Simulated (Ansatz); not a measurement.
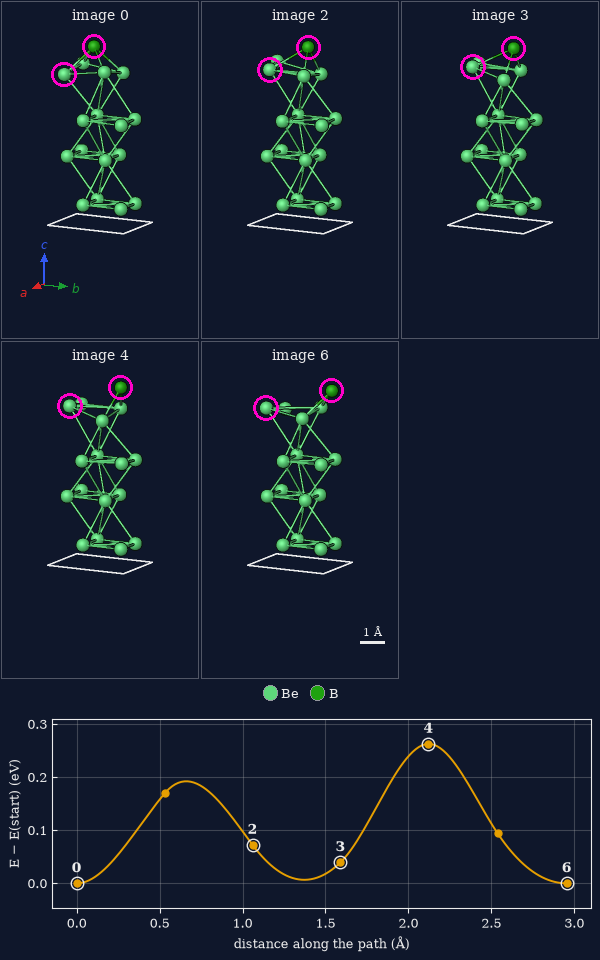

A search for the minimum-energy path of B on Be(0001) (17 atoms in the cell) by the nudged elastic band. Images are numbered from 0 (start) to 6 (end). The picture is a ball-and-stick view of the simulation cell, with the vacuum cut short (origin moved), seen slightly off an axis. The atoms that move most are ringed. Bonds to atoms that aren't drawn are left out.

Theory: Ansatz 0.2.0, DFT PBE, scalar-relativistic, plane waves, PAW.

The input:
```yaml
crystal:
  lattice:
    - [4.58, 0.0, 0.0]
    - [2.29, 3.966396, 0.0]
    - [0.0, 0.0, 17.382645]
  atoms:
    - { symbol: Be, position: [-0.1666667, 0.3333333, 0.0575286] }
    - { symbol: Be, position: [0.3333333, 0.3333333, 0.0575286] }
    - { symbol: Be, position: [-0.1666667, 0.8333333, 0.0575286] }
    - { symbol: Be, position: [0.3333333, 0.8333333, 0.0575286] }
    - { symbol: Be, position: [0.00176244, 0.00183943, 0.16059788] }
    - { symbol: Be, position: [0.49989098, -0.00034643, 0.16081787] }
    - { symbol: Be, position: [-0.00046936, 0.49998902, 0.16081269] }
    - { symbol: Be, position: [0.50121351, 0.5012712, 0.16093363] }
    - { symbol: Be, position: [-0.17276852, 0.33426329, 0.26426366] }
    - { symbol: Be, position: [0.32966727, 0.32982916, 0.26381957] }
    - { symbol: Be, position: [-0.16053366, 0.83970796, 0.26296595] }
    - { symbol: Be, position: [0.33416721, 0.82732123, 0.26428256] }
    - { symbol: Be, position: [0.02959614, 0.02974872, 0.37673701] }
    - { symbol: Be, position: [0.53582951, -0.02485122, 0.36184863] }
    - { symbol: Be, position: [-0.02504283, 0.53605957, 0.36179798] }
    - { symbol: Be, position: [0.47989156, 0.48004638, 0.37619398] }
    - { symbol: B, position: [0.26013281, 0.2605535, 0.42851623] }
basis:
  ecutwfc: 420.0
kpoints:
  mp_grid: { grid: [4, 4, 1] }
hamiltonian:
  xc: pbe
scf:
  occupations: { method: fermi_dirac, width: 0.15 }
  lower_state_search: "off"
neb:
  images: 5
  f_tol: 0.05
  initial_path: idpp
  max_iterations: 32
  constraints: [{ sites: [0, 1, 2, 3] }]
  final_atoms:
    - { symbol: Be, position: [-0.1666667, 0.3333333, 0.0575286] }
    - { symbol: Be, position: [0.3333333, 0.3333333, 0.0575286] }
    - { symbol: Be, position: [-0.1666667, 0.8333333, 0.0575286] }
    - { symbol: Be, position: [0.3333333, 0.8333333, 0.0575286] }
    - { symbol: Be, position: [-0.00046938, -1.094e-05, 0.16081269] }
    - { symbol: Be, position: [0.50121349, 0.00127124, 0.16093363] }
    - { symbol: Be, position: [0.00176242, 0.50183947, 0.16059788] }
    - { symbol: Be, position: [0.49989096, 0.49965361, 0.16081787] }
    - { symbol: Be, position: [-0.16053368, 0.339708, 0.26296595] }
    - { symbol: Be, position: [0.33416719, 0.32732127, 0.26428256] }
    - { symbol: Be, position: [-0.17276854, 0.83426333, 0.26426366] }
    - { symbol: Be, position: [0.32966725, 0.8298292, 0.26381957] }
    - { symbol: Be, position: [-0.02504285, 0.03605961, 0.36179798] }
    - { symbol: Be, position: [0.47989154, -0.01995358, 0.37619398] }
    - { symbol: Be, position: [0.02959612, 0.52974876, 0.37673701] }
    - { symbol: Be, position: [0.53582949, 0.47514882, 0.36184863] }
    - { symbol: B, position: [0.26013279, 0.76055354, 0.42851623] }
  order_check: true
```

Launched with:
```bash
ansatz run input.yaml --threads 1 --pin off --max-ram 3072MiB --backend cpu --events-out ev --progress --plain --runs-dir out
```

Question: What happens along the path, and what is the barrier?

Answer: The path has more than one stage, and so few images may leave a stage unresolved. The B atom travels furthest, 2.29 Å from end to end, on a path that bends up to 0.09 Å away from the straight line. At the highest image its nearest neighbour (Be) is 1.73 Å away, against 1.73 Å at the start, and the surrounding atoms stand up to 0.29 Å off the mean of their end positions. The two ends have the same energy, and the highest point, image 4, lies 0.263 eV above the start. The profile has 2 maxima (images 1, 4) with a dip at image 3 (+0.040 eV), so the process runs in steps. The band converged in 8 iterations. The largest component of the band force went from 1.4 to 0.036 eV/Å. The climbing image converged on the top of the path. A check of its curvatures found one unstable direction (−2.5 eV/Å²), as a transition state must have.

Limits of the set-up: the periodic images lie only 4.6 Å apart, so the values are limited by the cell's size.

The run took about 11 core-minutes on a shared host.
